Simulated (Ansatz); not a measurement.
Molecule (SMILES): [SeH2] (H2Se).
Geometry (B3LYP-D3(BJ)/def2-TZVP, fixed):
```xyz
3

Se    -0.0012     0.0571     0.0009
H     -1.0300    -0.9935    -0.0128
H      1.0722    -0.9476    -0.0191
```

Basis-set convergence of the dipole moment at MP2 with Ansatz (a program for electronic structure). Dipoles come from the density behind the forces; the sign is taken along the dipole that this method gives in the largest set. The reference of a correlated method is not its basis-set limit, which lies further on. All functions are spherical. Cores are frozen (with 3d on Ga to Br). No added dispersion term, no relativity. Reference: the value in aug-pcseg-3, 0.703 D, itself unsure by roughly 0.004 D (its mean distance from aug-cc-pVQZ, def2-QZVPPD). Deviations are taken from unrounded values.

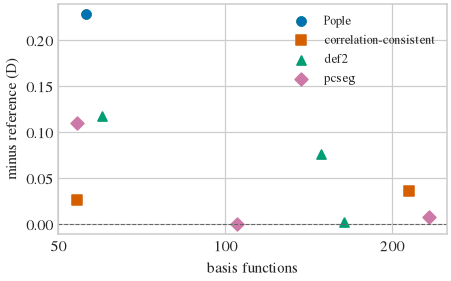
*Deviation from the reference against the number of basis functions, by family of sets.*

```json
[
 {"basis": "aug-cc-pVDZ", "functions": "54", "dipole moment (D)": "0.729", "minus reference (D)": "0.026"},
 {"basis": "aug-pcseg-1", "functions": "54", "dipole moment (D)": "0.813", "minus reference (D)": "0.110"},
 {"basis": "6-311G**", "functions": "56", "dipole moment (D)": "0.931", "minus reference (D)": "0.228"},
 {"basis": "def2-TZVP", "functions": "60", "dipole moment (D)": "0.820", "minus reference (D)": "0.118"},
 {"basis": "aug-pcseg-2", "functions": "105", "dipole moment (D)": "0.703", "minus reference (D)": "0.001"},
 {"basis": "def2-QZVPP", "functions": "149", "dipole moment (D)": "0.779", "minus reference (D)": "0.076"},
 {"basis": "def2-QZVPPD", "functions": "164", "dipole moment (D)": "0.705", "minus reference (D)": "0.003"},
 {"basis": "cc-pV5Z", "functions": "214", "dipole moment (D)": "0.739", "minus reference (D)": "0.036"},
 {"basis": "pcseg-4", "functions": "233", "dipole moment (D)": "0.711", "minus reference (D)": "0.008"}
]
```
